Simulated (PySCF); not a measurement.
C$_{6}$H$_{6}$F$_{2}$ (SMILES C=C(F)/C=C/C=C\F)

The calculation's input:

```
{"job": {"kind": "nmr", "xc": "PBE0", "basis": "pcSseg-1"}, "charge": 0, "multiplicity": 1}
C     -3.043980    -0.063121     0.308166
C     -1.872777    -0.233484    -0.300831
F     -1.859904    -0.788880    -1.535867
C     -0.577472     0.117445     0.225063
C      0.577001    -0.079156    -0.432557
C      1.859730     0.276386     0.108645
C      3.017985     0.093659    -0.523929
F      3.090695    -0.448017    -1.746986
H     -3.964257    -0.356772    -0.162464
H     -3.094389     0.372776     1.287296
H     -0.584285     0.561435     1.210413
H      0.568556    -0.524576    -1.418080
H      1.889463     0.720062     1.092442
H      3.992955     0.351771    -0.138456
```

Command:

```sh
OMP_NUM_THREADS=1 python probes_run.py task.json out
```

Geometry: GFN2-xTB.

Method: PySCF 2.14.0, PBE0/pcSseg-1, SCF density, gas phase, non-relativistic.

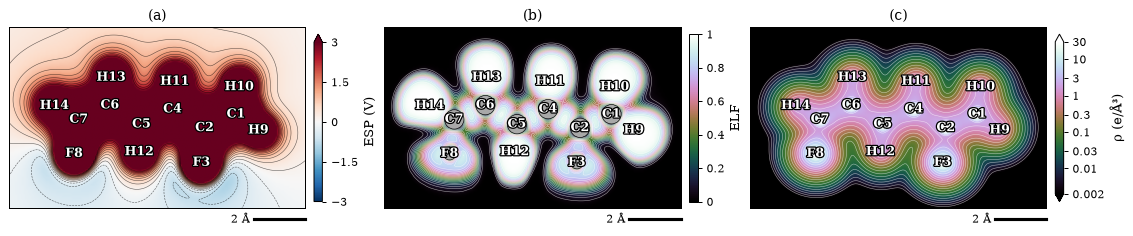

Figure 1. (a) molecular electrostatic potential; (b) ELF; (c) total electron density on the molecular plane. Grey discs cover the atomic cores in the ELF map.

Q: Describe what can be read from this map.

A: The section cuts through C, F and H sites.
C–C (1.33 Å): ρ is about 2.3 e/Å³ halfway; the ELF peaks at about 0.95 between the atoms: a short, multiple covalent bond.
C–F (1.34 Å): the density is about 2.3 e/Å³ at the midpoint; the ELF peaks at about 0.85 between the atoms: a polar covalent bond.
C–H (1.07 Å): ρ is about 2 e/Å³ halfway; the ELF climbs to about 1 towards the hydrogen, as it does in any bond to H: a covalent bond by its length.
C–C (1.44 Å): ρ at the midpoint is about 1.9 e/Å³; the ELF peaks at about 0.95 between the atoms (a covalent bond).
The ELF also peaks beside F3 and F8, away from the bonds: lone-pair regions.
Outside the dense part of the molecule the potential is most negative (−0.9 V) near F3.

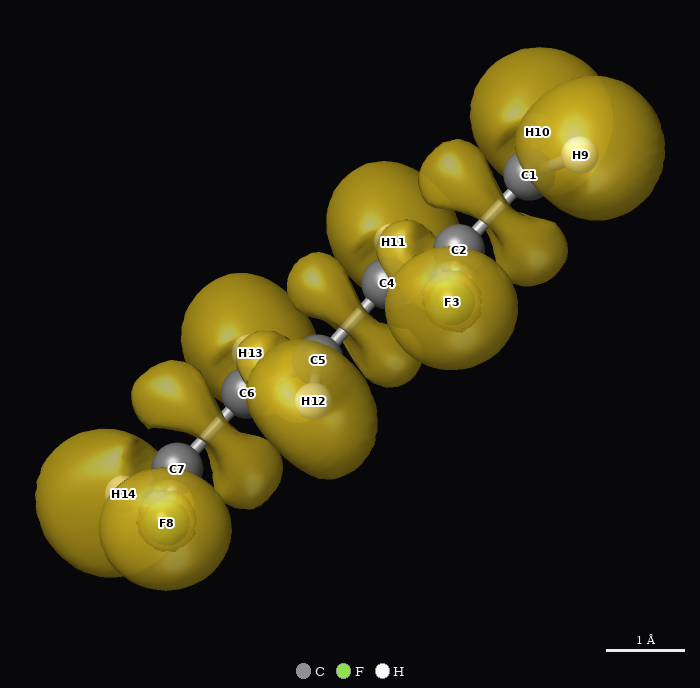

Figure 2. Isosurface of the ELF at 0.75 (yellow), seen at an oblique angle. Core shells and regions of very low density are left out.

Q: Identify the bonds, lone pairs and shells in this picture.

A: The surface consists of five regions between bonded C–C atoms (shared pairs), six regions around hydrogen nuclei and two regions on F in which the atom's valence shell and bonds are merged.

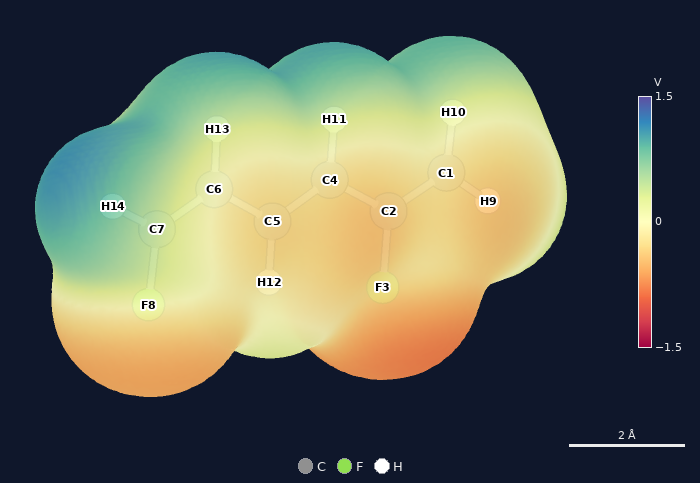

Figure 3. The molecular electrostatic potential painted on the density surface at 0.001 e/bohr³, seen at a tilt; the colour scale runs from red (negative) to blue (positive).

Q: Describe the electrostatic potential map.

A: The most negative region (about −0.8 V, or −18 kcal/mol for a unit charge) lies over F3, the most positive (about +1.1 V, or +25 kcal/mol for a unit charge) over H14.

Q: How polar is the molecule by this calculation?

A: Its dipole moment is 2.74 D.
